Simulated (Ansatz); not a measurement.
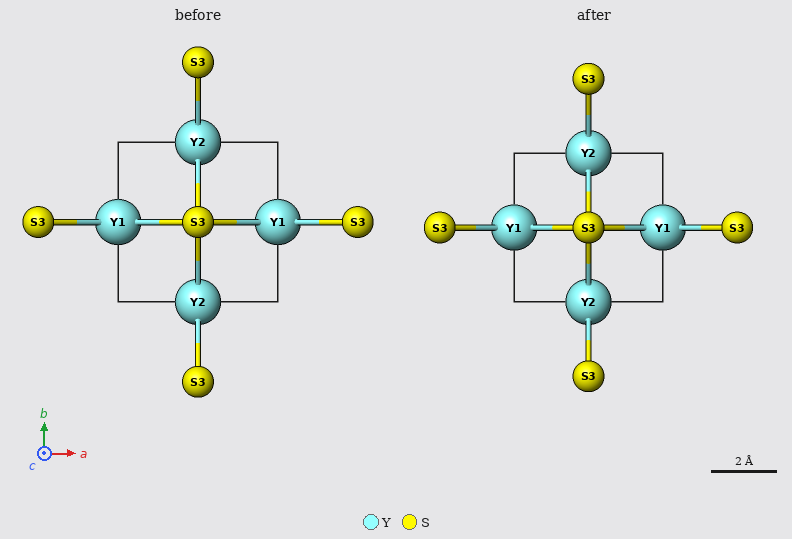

The structure of a crystal of Y$_{2}$S (a generated structure, set up in P4/mmm) (coarse preliminary run) before (left) and after (right) a relaxation, at one scale.

Style: ball-and-stick. Shown: the cell of the calculation, along the c axis.

The calculation used DFT PBE, scalar-relativistic, plane waves, PAW in Ansatz. Settings: plane-wave cutoff 420 eV; k-point mesh 4 × 4 × 6; occupations gaussian; smearing width 0.1 eV; no spin polarisation; cell and atoms relaxed; force threshold 0.04 eV/Å; at most 70 steps.

### Summarise the run.

The atoms keep their places relative to the cell (all moves are under 0.005 Å). The drawn cell changes as follows: a = b 4.933 → 4.594 Å (−6.9 %), c 3.488 → 3.500 Å (+0.3 %); the volume changes by −13.0 %. Among the contacts that change: Y1–Y2 3.488 → 3.248 Å, Y1–S3 3.021 → 2.888 Å, Y1–Y1 3.488 → 3.500 Å. Bond angles that change, for instance: S3–Y1–S3 109.5° → 105.4°, S3–Y1–S3 70.5° → 74.6°. The space group stays P4/mmm (No. 123). Over 3 accepted moves (4 points after the start) the energy falls by 105 meV per atom. All forces vanish by symmetry, so only the cell relaxes. Pressure: −6.26 GPa at the start and −0.08 GPa at the end. The SCF was repeated once at an unchanged geometry on a basis and grid sized afresh for the cell, which shifted the energy by 0.1 meV per atom at most.
